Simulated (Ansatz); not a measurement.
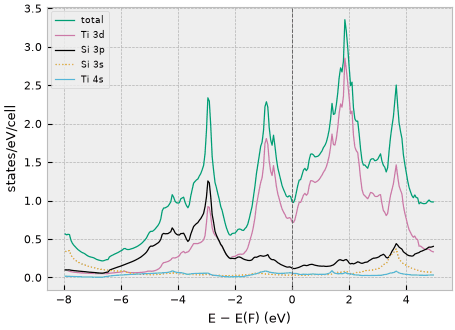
*Total and projected density of states of TiSi in space group Cmmm (No. 65; Ti on 2b, Si on 2d), DFT-PBEsol in the program Ansatz with PAW potentials*

### Question
Which orbitals carry the states next to the Fermi level?

### Answer
Within 0.5 eV of the Fermi level: Ti 3d 75 %, Si 3p 12 %, outside the projected shells 5 %. Projections are on Löwdin-orthogonalised atomic valence shells; empty p or d shells of many metals are not among them.

### Question
Where is the tallest occupied peak in this window, and what makes it?

### Answer
Near -2.9 eV, about 2.3 states/eV per cell; the largest projected share is Si 3p.

The workflow started from a Materials Project entry (that database holds measured and hypothetical structures alike); the Crystallography Open Database copy checked does not list it. COD files the formula under space group No. 25. Its standing as an ambient phase is unchecked. The PBEsol relaxation kept the symmetry of its start; whether a distortion lowers the energy is not shown. No spin polarisation was allowed.

Potentials: the earlier of the program's two PAW sets. The files were generated under PBE; for other functionals the program regenerates the frozen cores, and for LDA and PBEsol the local potential too.
